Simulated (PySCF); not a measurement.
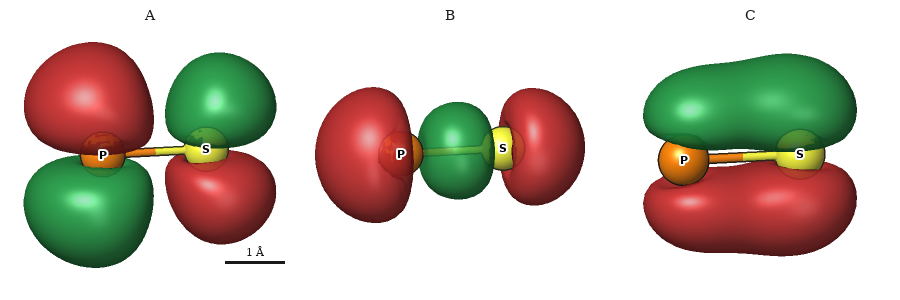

Figure 1: PS (charge +1). Three frontier orbitals, each drawn at the value that holds 80 % of its norm (green and red are the two phases), in no order; of a degenerate pair one member is drawn.

Level of theory: PBE0/def2-SVP, non-relativistic Hamiltonian with scalar-relativistic core potentials where named, at a bond length of 1.837 Å in PySCF.

Name the orbitals and rank them from lowest to highest energy.

Orbital B: σ, occupied, −17.30 eV; shared between the atoms (P 55 %, S 45 %).
Orbital C: π, occupied, −16.97 eV; bonding, with no node between the atoms.
Orbital A: π, empty, −10.65 eV; antibonding, with a node between the atoms.
